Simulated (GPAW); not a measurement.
# Quasiparticle gap of BaTiO3 (P4mm) in GPAW

Aim: the G0W0 gap of BaTiO3 (P4mm) on PBE, step by step.

Calculated with GPAW 26.7.0; PBE and many-body steps on it, plane waves.

The database entry behind the starting cell differs from later determinations by our own check (c/a about 0.6 % short), so it need not match the best structure at ambient conditions.

**1. Starting point**

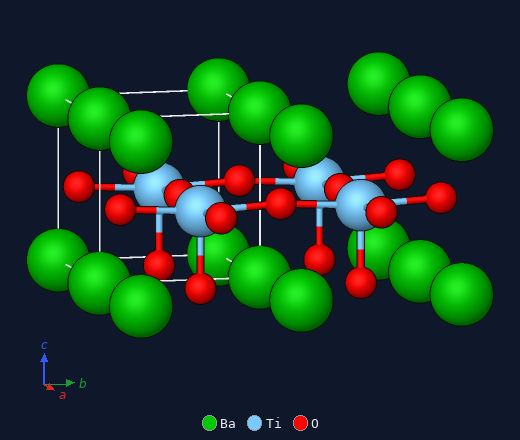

The starting structure, seen slightly off an axis (barium green, titanium blue, oxygen red). 2×2×1 cells are drawn. Some periodic images of atoms are drawn too.

The cell and positions come from the Crystallography Open Database and are kept as given unless a step says otherwise. Spin-orbit coupling is left out unless a step names it.

**2. Ground state**

This step: GPAW 26.7.0; DFT, PBE, plane waves, PAW.

The ground-state density comes first.

The input, run.py:

```python
import json
import numpy as np
from gpaw.mpi import world
from ase import Atoms
from gpaw import GPAW, PW, FermiDirac

atoms = Atoms(['Ba', 'Ti', 'O', 'O', 'O'],
    cell=[[3.9998000000, 0.0000000000, 0.0000000000],
      [0.0000000000, 3.9998000000, 0.0000000000],
      [0.0000000000, 0.0000000000, 4.0180000000]],
    scaled_positions=[[0.0000000000, 0.0000000000, 0.0000000000],
      [0.5000000000, 0.5000000000, 0.4900000000],
      [0.5000000000, 0.5000000000, 0.0190000000],
      [0.5000000000, 0.0000000000, 0.5170000000],
      [0.0000000000, 0.5000000000, 0.5170000000]],
    pbc=(True, True, True))
calc = GPAW(mode=PW(600),
    xc='PBE',
    kpts={'size': (6, 6, 6), 'gamma': True},
    occupations=FermiDirac(0.001),
    nbands=-8,
    convergence={'density': 1e-6, 'bands': -3},
    maxiter=100,
    txt='gs.txt')
atoms.calc = calc
res = {'energy': atoms.get_potential_energy()}
kpts = calc.get_ibz_k_points()
res['kpts'] = kpts
res['eigenvalues'] = [calc.get_eigenvalues(kpt=k) for k in range(len(kpts))]
res['n_electrons'] = calc.get_number_of_electrons()
calc.write('gs.gpw')

if world.rank == 0:
    with open('result.json', 'w') as f:
        json.dump(res, f, default=lambda x: x.tolist())
```

Launch:

```bash
$ mpirun -n 4 gpaw python run.py
```

Numbers of over 12 decimals in the logs are rounded to 6 here.

Output:

```text
__  _  _
 | _ |_)|_||  |
 |__||  | ||/\| - 26.7.0

Input parameters:
  mode=PW(ecut=600.0),
  convergence={'density': 1e-06, 'bands': -3},
  kpts=MonkhorstPack(size=(6, 6, 6), gamma=True),
  maxiter=100,
  nbands=-8,
  occupations=Occupations(name='fermi-dirac', width=0.001, fixmagmom=False),
  xc=XC(name='PBE')
  [... matrices ...]
Diagonalizing LCAO Hamiltonian
Converting LCAO to pw mode
   .---------.
  /|         |
 * |         |
 |O|         |
 | |  OTi    |
 | .---------.
 |/    O    /
 Ba--------*

Atoms  # Å, Bohr magnetons
|   | symbol |        x |        y |        z |    initial magnetic moments |
| 0 |     Ba | 0.000000 | 0.000000 | 0.000000 | ( 0.0000,  0.0000,  0.0000) |
| 1 |     Ti | 1.999900 | 1.999900 | 1.968820 | ( 0.0000,  0.0000,  0.0000) |
| 2 |      O | 1.999900 | 1.999900 | 0.076342 | ( 0.0000,  0.0000,  0.0000) |
| 3 |      O | 1.999900 | 0.000000 | 2.077306 | ( 0.0000,  0.0000,  0.0000) |
| 4 |      O | 0.000000 | 1.999900 | 2.077306 | ( 0.0000,  0.0000,  0.0000) |

Unit cell  # Å
| periodic |        x |        y |        z |  lengths |    angles |
|      yes | 3.999800 | 0.000000 | 0.000000 | 3.999800 | 90.000000 |
|      yes | 0.000000 | 3.999800 | 0.000000 | 3.999800 | 90.000000 |
|      yes | 0.000000 | 0.000000 | 4.018000 | 4.018000 | 90.000000 |

Number of symmetries: 8
Symmetry operations  # r_c * U_cc + t_c -> r_c
|   | kind |            matrix            |
| 0 |  E   |  1, 0, 0,  0, 1, 0,  0, 0, 1 |
| 1 |  σ   |  1, 0, 0,  0,-1, 0,  0, 0, 1 |
| 2 |  σ   |  0, 1, 0,  1, 0, 0,  0, 0, 1 |
| 3 |  C4  |  0, 1, 0, -1, 0, 0,  0, 0, 1 |
| 4 |  C4  |  0,-1, 0,  1, 0, 0,  0, 0, 1 |
| 5 |  σ   |  0,-1, 0, -1, 0, 0,  0, 0, 1 |
| 6 |  σ   | -1, 0, 0,  0, 1, 0,  0, 0, 1 |
| 7 |  C2  | -1, 0, 0,  0,-1, 0,  0, 0, 1 |

BZ-sampling:
  Number of BZ points: 216
  Number of IBZ points: 40

  Monkhorst-Pack size: [6, 6, 6]
  Monkhorst-Pack shift: [0.083333, 0.083333, 0.083333]

K-points  # in reciprocal-cell coordinates
|     |                                coordinates |     weight |
|   0 | (  0.00000000,   0.00000000,   0.00000000) | 0.00462963 |
|   1 | (  0.00000000,   0.00000000,   0.16666667) | 0.00925926 |
|   2 | (  0.00000000,   0.00000000,   0.33333333) | 0.00925926 |
|   3 | (  0.00000000,   0.00000000,   0.50000000) | 0.00462963 |
|   4 | (  0.16666667,   0.00000000,   0.00000000) | 0.01851852 |
|   5 | (  0.16666667,   0.00000000,   0.16666667) | 0.03703704 |
|   6 | (  0.16666667,   0.00000000,   0.33333333) | 0.03703704 |
|   7 | (  0.16666667,   0.00000000,   0.50000000) | 0.01851852 |
|   8 | (  0.16666667,   0.16666667,   0.00000000) | 0.01851852 |
|   9 | (  0.16666667,   0.16666667,   0.16666667) | 0.03703704 |
| ... |                                            |            |
|  39 | (  0.50000000,   0.50000000,   0.50000000) | 0.00462963 |

Plane wave coefficients: 2176
Cutoff: 600.0 eV

Spin-components: 1 (collinear spins)
Bands:           28
Projectors:      27
Spin-degeneracy: 2
Datatype:        complex128

  Storage: CPU
  Wave functions: 37_721_600 bytes (9_430_400 per core)
  Projectors: 41_763_200 bytes (10_440_800 per core)
  [... matrices ...]
Parallelization:
  kpt:    4
  domain: 1
  band:   1

Density:
  Valence electrons: 40.0
  Components: 1
  Grid points: [24 24 24]
  Charge: 0.0  # |e|

Potential:
  Grid points: [24 24 24]

species:
  Ba:
    name:    Barium
    Z:       56.0
    valence: 10
    core:    46
    charge:  0.0  # [|e|]
    compensation charges:
      type: gauss
      rc: 0.37  # [Å]
      lmax: 2
    cutoffs:
      filter: 2.06  # [Å]
      core: 2.33  # [Å]
    projectors
    | kind |    occ | energy [eV] | rcut [Å] |
    |   5s |  2.000 |     -33.644 |    1.164 |
    |   6s |  2.000 |      -3.229 |    1.164 |
    |   5p |  6.000 |     -18.744 |    1.164 |
    |    p |        |       0.000 |    1.164 |
    |    d |        |       0.000 |    1.164 |
    |    d |        |      27.211 |    1.164 |

    Using partial waves for Ba as LCAO basis

  Ti:
    name:    Titanium
    Z:       22.0
    valence: 12
    core:    10
    charge:  0.0  # [|e|]
    compensation charges:
      type: gauss
      rc: 0.38  # [Å]
      lmax: 2
    cutoffs:
      filter: 2.23  # [Å]
      core: 1.02  # [Å]
    projectors
    | kind |    occ | energy [eV] | rcut [Å] |
    |   3s |  2.000 |     -62.623 |    1.270 |
    |   4s |  2.000 |      -4.466 |    1.270 |
    |   3p |  6.000 |     -38.862 |    1.058 |
    |   4p |  0.000 |      -1.466 |    1.058 |
    |   3d |  2.000 |      -4.258 |    1.058 |
    |    d |        |      22.953 |    1.058 |

    Using partial waves for Ti as LCAO basis

  O:
    name:    Oxygen
    Z:       8.0
    valence: 6
    core:    2
    charge:  0.0  # [|e|]
    compensation charges:
      type: gauss
      rc: 0.21  # [Å]
      lmax: 2
    cutoffs:
      filter: 1.17  # [Å]
      core: 0.83  # [Å]
    projectors
    | kind |    occ | energy [eV] | rcut [Å] |
    |   2s |  2.000 |     -23.961 |    0.688 |
    |   2p |  4.000 |      -9.029 |    0.598 |
    |    s |        |       3.251 |    0.688 |
    |    p |        |      18.182 |    0.598 |
    |    d |        |       0.000 |    0.619 |

    Using partial waves for O as LCAO basis

Reference energy: -250624.413696  # eV

eigensolver:
  PPCG
  Converge bands: -3
  niter=2

density mixing:
  MSR1-Mixer
  Pratt-step length: 0.05
  Maximum mixing coefficient: 0.75
  Old densities: 10
  SVD Regularization: 0.005
  Good broyden scale: 1.0
  Trust region scale: 1.0
  Backstep threshold: 4.0
  History deletion threshold: 6.0
  Fourier metric: weight=20.0, sigma=0.015

occupation numbers:
  Fermi-Dirac:
    width: 0.0010  # eV

poisson solver:
  ecut: 4800.0  # eV

xc functional:
  name: PBE with 2 nearest neighbor stencil

Initialization done in: 2.768 s

convergence criteria:
- Maximum integral of absolute [dens]ity change: 1e-06 electrons / valence electron
- Maximum [total energy] change in last 3 cyles: 0.0005 eV / valence electron
- Maximum integral of absolute [eigenst]ate change: 4e-08 eV^2 / valence electron
maximum number of iterations: 100

SCF iterations
|iter     |     time |      energy | eigst |  dens |
|iter:   1|  |  -44.620265 | +0.56 |       |
|iter:   2|  |  -42.829929 | -0.52 | -0.87 |
|iter:   3|  |  -39.534511 | +0.09 | -0.94 |
|iter:   4|  |  -39.279864 | -0.94 | -1.42 |
|iter:   5|  |  -39.234593 | -1.69 | -1.63 |
|iter:   6|  |  -39.242007 | -3.02 | -1.97 |
|iter:   7|  |  -39.241770c| -3.69 | -2.70 |
|iter:   8|  |  -39.241676c| -4.00 | -2.99 |
|iter:   9|  |  -39.241683c| -5.66 | -3.49 |
|iter:  10|  |  -39.241685c| -5.92 | -3.91 |
|iter:  11|  |  -39.241684c| -7.08 | -4.56 |
|iter:  12|  |  -39.241684c| -7.45c| -5.19 |
|iter:  13|  |  -39.241684c| -7.95c| -5.92 |
|iter:  14|  |  -39.241684c| -8.73c| -6.54c|

Converged in 14 steps
SCF loop duration: 22.347 s (1.596 s/step)
Energy contributions relative to reference atoms: (reference = -250624.413696)
  [... matrices ...]
Energy contributions:
  Kinetic:          43.292384
  Coulomb:         -45.362044
  Zero:              0.576932
  External:          0.000000
  Xc:              -37.748957
  Entropy:          -0.000000
  Spinorbit:         0.000000
  ----------------------------
  Free energy:     -39.241684
  Extrapolated:    -39.241684

dipole moment: (-35.430332, -35.430332, -33.896635)  # |e|*Ang

Fermi level: 8.555
Eigenvalues  # (at kpt = [0.000, 0.000, 0.000])
| band index |      eig [eV] | occ [0-2] |
|          0 |       -48.863 |     2.000 |
|        ... |               |           |
|         12 |         5.362 |     2.000 |
|         13 |         5.362 |     2.000 |
|         14 |         6.445 |     2.000 |
|         15 |         6.445 |     2.000 |
|         16 |         6.537 |     2.000 |
|         17 |         7.383 |     2.000 |
|         18 |         7.398 |     2.000 |
|         19 |         7.398 |     2.000 |
|         20 |         9.489 |     0.000 |
|         21 |         9.702 |     0.000 |
|         22 |         9.702 |     0.000 |
|         23 |        11.684 |     0.000 |
|         24 |        11.779 |     0.000 |
|         25 |        12.696 |     0.000 |
|         26 |        12.761 |     0.000 |
|         27 |        15.010 |     0.000 |

Gap: 1.813 eV
Transition (v -> c):
  (s=0, k=39, n=19, [0.50, 0.50, 0.50]) -> (s=0, k=0, n=20, [0.00, 0.00, 0.00])
Direct/indirect transitions are different
Direct gap: 2.091 eV
Transition at: (s=0, k=0, n=19, [0.00, 0.00, 0.00])
# Writing to gs.gpw (mode='')
  [... matrices ...]
```

It took 28 s on 4 MPI ranks of Arm Neoverse N1, shared host; peak memory 0.76 GiB.

This step gave:

```yaml
total_energy: -39.24 eV
gap: 1.813 eV
k_of_the_valence_top: 0.5, 0.5, 0.5
k_of_the_conduction_bottom: 0, 0, 0
least_direct_gap: 2.091 eV
```

The gap is indirect, with the least direct gap 0.28 eV higher.

**3. Bands along the symmetry lines**

Levels along a band path, at the cheap level, show where the edges lie and whether the meshes to come will hold them.

The input, run.py:

```python
import json
import numpy as np
from gpaw.mpi import world
from gpaw import GPAW

path = [[0.000000, 0.000000, 0.000000],
    [0.000000, 0.062500, 0.000000],
    [0.000000, 0.125000, 0.000000],
    [0.000000, 0.187500, 0.000000],
    [0.000000, 0.250000, 0.000000],
    [0.000000, 0.312500, 0.000000],
    [0.000000, 0.375000, 0.000000],
    [0.000000, 0.437500, 0.000000],
    [0.000000, 0.500000, 0.000000],
    [0.062500, 0.500000, 0.000000],
    [0.125000, 0.500000, 0.000000],
    [0.187500, 0.500000, 0.000000],
    [0.250000, 0.500000, 0.000000],
    [0.312500, 0.500000, 0.000000],
    [0.375000, 0.500000, 0.000000],
    [0.437500, 0.500000, 0.000000],
    [0.500000, 0.500000, 0.000000],
    [0.437500, 0.437500, 0.000000],
    [0.375000, 0.375000, 0.000000],
    [0.312500, 0.312500, 0.000000],
    [0.250000, 0.250000, 0.000000],
    [0.187500, 0.187500, 0.000000],
    [0.125000, 0.125000, 0.000000],
    [0.062500, 0.062500, 0.000000],
    [0.000000, 0.000000, 0.000000],
    [0.000000, 0.000000, 0.062500],
    [0.000000, 0.000000, 0.125000],
    [0.000000, 0.000000, 0.187500],
    [0.000000, 0.000000, 0.250000],
    [0.000000, 0.000000, 0.312500],
    [0.000000, 0.000000, 0.375000],
    [0.000000, 0.000000, 0.437500],
    [0.000000, 0.000000, 0.500000],
    [0.000000, 0.062500, 0.500000],
    [0.000000, 0.125000, 0.500000],
    [0.000000, 0.187500, 0.500000],
    [0.000000, 0.250000, 0.500000],
    [0.000000, 0.312500, 0.500000],
    [0.000000, 0.375000, 0.500000],
    [0.000000, 0.437500, 0.500000],
    [0.000000, 0.500000, 0.500000],
    [0.062500, 0.500000, 0.500000],
    [0.125000, 0.500000, 0.500000],
    [0.187500, 0.500000, 0.500000],
    [0.250000, 0.500000, 0.500000],
    [0.312500, 0.500000, 0.500000],
    [0.375000, 0.500000, 0.500000],
    [0.437500, 0.500000, 0.500000],
    [0.500000, 0.500000, 0.500000],
    [0.437500, 0.437500, 0.500000],
    [0.375000, 0.375000, 0.500000],
    [0.312500, 0.312500, 0.500000],
    [0.250000, 0.250000, 0.500000],
    [0.187500, 0.187500, 0.500000],
    [0.125000, 0.125000, 0.500000],
    [0.062500, 0.062500, 0.500000],
    [0.000000, 0.000000, 0.500000],
    [0.000000, 0.500000, 0.000000],
    [0.000000, 0.500000, 0.062500],
    [0.000000, 0.500000, 0.125000],
    [0.000000, 0.500000, 0.187500],
    [0.000000, 0.500000, 0.250000],
    [0.000000, 0.500000, 0.312500],
    [0.000000, 0.500000, 0.375000],
    [0.000000, 0.500000, 0.437500],
    [0.000000, 0.500000, 0.500000],
    [0.500000, 0.500000, 0.000000],
    [0.500000, 0.500000, 0.062500],
    [0.500000, 0.500000, 0.125000],
    [0.500000, 0.500000, 0.187500],
    [0.500000, 0.500000, 0.250000],
    [0.500000, 0.500000, 0.312500],
    [0.500000, 0.500000, 0.375000],
    [0.500000, 0.500000, 0.437500],
    [0.500000, 0.500000, 0.500000]]
calc = GPAW('gs.gpw').fixed_density(kpts=path,
    symmetry='off',
    nbands=30,
    convergence={'bands': 26},
    txt='bands.txt')
res = {}
kpts = calc.get_ibz_k_points()
res['kpts'] = kpts
res['eigenvalues'] = [calc.get_eigenvalues(kpt=k) for k in range(len(kpts))]
res['n_electrons'] = calc.get_number_of_electrons()

if world.rank == 0:
    with open('result.json', 'w') as f:
        json.dump(res, f, default=lambda x: x.tolist())
```

Launch:

```bash
$ mpirun -n 4 gpaw python run.py
```

Output:

```text
Diagonalizing LCAO Hamiltonian
Converting LCAO to pw mode
convergence criteria:
- Maximum integral of absolute [eigenst]ate change: 4e-08 eV^2 / valence electron
maximum number of iterations: 100

SCF iterations
|iter     |     time |      energy | eigst |  dens |
|iter:   1|  |             | +0.78 |       |
|iter:   2|  |             | -0.69 |       |
|iter:   3|  |             | -1.77 |       |
[...]
|iter:   7|  |             | -6.55 |       |
|iter:   8|  |             | -7.38 |       |
|iter:   9|  |             | -8.11c|       |
SCF steps: 9
  __  _  _
 | _ |_)|_||  |
 |__||  | ||/\| - 26.7.0

Input parameters:
  mode=PW(ecut=600.0),
  convergence={'bands': 26},
  gpts=array([24, 24, 24]),
  kpts=KPoints(kpts=array([[0.    , 0.    , 0.    ],
         [0.    , 0.0625, 0.    ],
         [0.    , 0.125 , 0.    ],
         [0.    , 0.1875, 0.    ],
         [0.    , 0.25  , 0.    ],
         [0.    , 0.3125, 0.    ],
         [0.    , 0.375 , 0.    ],
[...]
[0.0625, 0.5   , 0.    ],
[...]
[0.1875, 0.5   , 0.    ],
[...]
[0.3125, 0.5   , 0.    ],
[...]
[0.4375, 0.4375, 0.    ],
[...]
[0.3125, 0.3125, 0.    ],
[...]
[0.1875, 0.1875, 0.    ],
[...]
[0.    , 0.    , 0.0625],
[...]
[0.    , 0.    , 0.1875],
[...]
[0.    , 0.    , 0.3125],
[...]
[0.    , 0.3125, 0.5   ],
[...]
[0.    , 0.4375, 0.5   ],
[...]
[0.3125, 0.5   , 0.5   ],
[...]
[0.4375, 0.5   , 0.5   ],
[...]
[0.1875, 0.1875, 0.5   ],
[...]
[0.0625, 0.0625, 0.5   ],
[...]
[0.5   , 0.5   , 0.25  ],
         [0.5   , 0.5   , 0.3125],
         [0.5   , 0.5   , 0.375 ],
         [0.5   , 0.5   , 0.4375],
         [0.5   , 0.5   , 0.5   ]])),
  maxiter=100,
  nbands=30,
  occupations=Occupations(name='fermi-dirac', width=0.001, fixmagmom=False),
  parallel={},
  symmetry=Symmetry(point_group=False, time_reversal=False),
  xc=XC(name='PBE')
```

It took 32 s on 4 MPI ranks; peak memory 0.88 GiB.

Numbers from this step:

- gap: 1.813 eV
- k of the valence top: 0.5, 0.5, 0.5
- k of the conduction bottom: 0, 0, 0
- least direct gap: 2.091 eV

The gap is 1.813 eV, as in the run before at this level.

The electronic bands at the labelled points (eV, zero at the top of the highest filled band):

| point | band 17 | band 18 | band 19 | band 20 | band 21 | band 22 | band 23 | band 24 |
| --- | --- | --- | --- | --- | --- | --- | --- | --- |
| Γ | -1.14 | -0.29 | -0.28 | -0.28 | 1.81 | 2.03 | 2.03 | 4.01 |
| X | -1.82 | -1.72 | -0.93 | -0.83 | 2.16 | 3.53 | 3.56 | 4.07 |
| M | -1.75 | -0.97 | -0.97 | -0.08 | 3.57 | 3.57 | 3.97 | 4.73 |
| Γ | -1.14 | -0.29 | -0.28 | -0.28 | 1.81 | 2.03 | 2.03 | 4.01 |
| Z | -1.93 | -1.93 | -0.69 | -0.69 | 1.97 | 3.59 | 3.59 | 4.01 |
| R | -1.71 | -0.90 | -0.88 | -0.16 | 3.55 | 3.60 | 3.96 | 4.85 |
| A | -2.40 | -0.08 | -0.08 | 0.00 | 4.20 | 4.20 | 4.20 | 6.57 |
| Z | -1.93 | -1.93 | -0.69 | -0.69 | 1.97 | 3.59 | 3.59 | 4.01 |
| jump to X | -1.82 | -1.72 | -0.93 | -0.83 | 2.16 | 3.53 | 3.56 | 4.07 |
| R | -1.71 | -0.90 | -0.88 | -0.16 | 3.55 | 3.60 | 3.96 | 4.85 |
| jump to M | -1.75 | -0.97 | -0.97 | -0.08 | 3.57 | 3.57 | 3.97 | 4.73 |
| A | -2.40 | -0.08 | -0.08 | 0.00 | 4.20 | 4.20 | 4.20 | 6.57 |

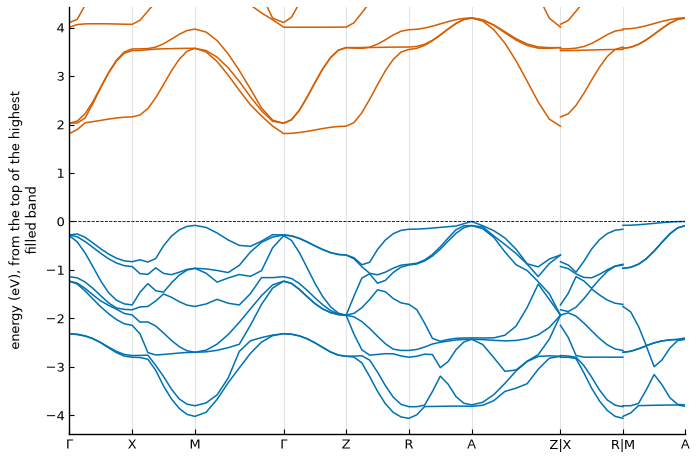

Electronic bands along the path; lines of filled and empty bands in two colours.

**4. Empty states on the mesh, 4×4×4 mesh, 278 bands**

The sums over transitions need many empty states on a uniform mesh; this step solves for them.

The input, run.py:

```python
import json
import numpy as np
from gpaw.mpi import world
from gpaw import GPAW

calc = GPAW('gs.gpw').fixed_density(kpts={'size': (4, 4, 4), 'gamma': True},
    parallel={'domain': 1, 'band': 1},
    txt='nscf.txt')
calc.diagonalize_full_hamiltonian(nbands=278)
calc.write('full.gpw', mode='all')
res = {}
kpts = calc.get_ibz_k_points()
res['kpts'] = kpts
res['eigenvalues'] = [calc.get_eigenvalues(kpt=k) for k in range(len(kpts))]
res['n_electrons'] = calc.get_number_of_electrons()

if world.rank == 0:
    with open('result.json', 'w') as f:
        json.dump(res, f, default=lambda x: x.tolist())
```

Launch:

```bash
$ mpirun -n 4 gpaw python run.py
```

Output:

```text
Diagonalizing LCAO Hamiltonian
Converting LCAO to pw mode
convergence criteria:
- Maximum integral of absolute [eigenst]ate change: 4e-08 eV^2 / valence electron
maximum number of iterations: 100

SCF iterations
|iter     |     time |      energy | eigst |  dens |
|iter:   1|  |             | +0.48 |       |
|iter:   2|  |             | -1.34 |       |
|iter:   3|  |             | -2.46 |       |
[...]
|iter:   7|  |             | -6.40 |       |
|iter:   8|  |             | -7.14 |       |
|iter:   9|  |             | -7.68c|       |
SCF steps: 9
  __  _  _
 | _ |_)|_||  |
 |__||  | ||/\| - 26.7.0

Input parameters:
  mode=PW(ecut=600.0),
  convergence={'density': 1e-06, 'bands': -3},
  gpts=array([24, 24, 24]),
  kpts=MonkhorstPack(size=(4, 4, 4), gamma=True),
  maxiter=100,
  nbands=28,
  occupations=Occupations(name='fermi-dirac', width=0.001, fixmagmom=False),
  parallel={'domain': 1, 'band': 1},
  xc=XC(name='PBE')
Matrix size: 2136x2136
# Writing to full.gpw (mode='all')
  [... matrices ...]

timing:  # [seconds]
  Total: 78.651  # ━━━━━━━━━━━━━━━━━━━━━━━━━━━━━━━━━━━━━━━━━━━━━━━━━━━━━━━━━━
```

The job ended after 90 s (4 MPI ranks; peak memory 2.3 GiB; 6 min of CPU time).

This step gave:

```yaml
gap: 1.813 eV
k_of_the_valence_top: 0.5, 0.5, 0.5
k_of_the_conduction_bottom: 0, 0, 0
least_direct_gap: 2.091 eV
k_points_computed: 18
lowest_point_of_the_top_converged_band_above_the_valence_top: 130.1232 eV
```

On this mesh the gap is 1.813 eV.

[end of part 1 of 2]

[Paths, hosts, dates, memory and timing lines, banners, echoed tables and standing remarks are left out of the program output.]

[Logs are printed without paths, hosts, clocks, repeated set-up lines and the standing remarks that a program may print on its own settings, such as how far it seeks lower states.]

[Runs of the session that timed out or met a known fault of the program may be left out.]

[Hosts, paths, dates, database ids (printed as entryN), source tags and the programs' standing remarks are cut or masked in the printed files.]
